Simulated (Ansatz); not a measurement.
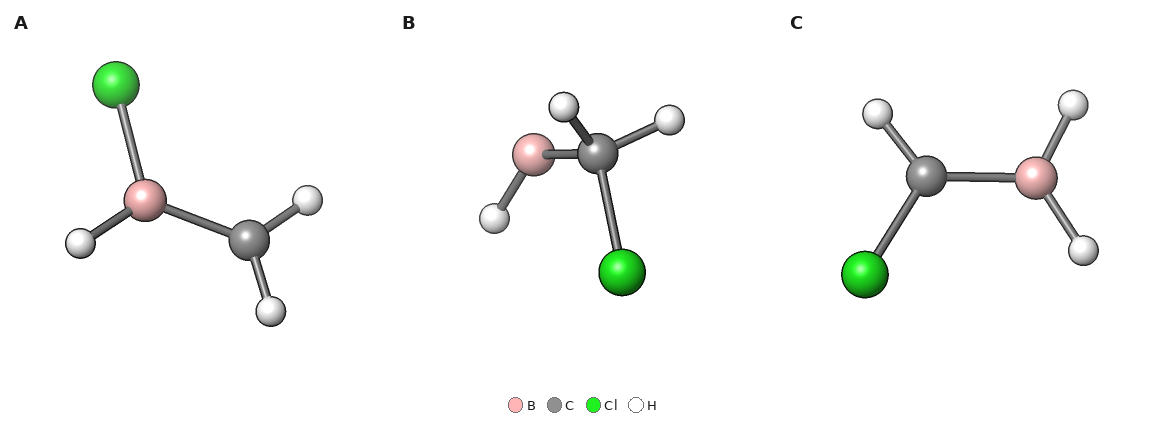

3 stationary structures of one formula. Charge 0, doublet. Geometries: PBE0-D4/def2-TZVP. Electronic energies: UHF-CCSD(T) (frozen core)/def2-TZVPP (Ansatz 0.2.0), without zero-point energy. No frequency run is at hand to confirm each as a minimum.

> Rank them by energy, lowest first.

A is lowest (Cs); C lies 31.9 kcal/mol above it (Cs), B lies 50.2 kcal/mol above it (Cs).
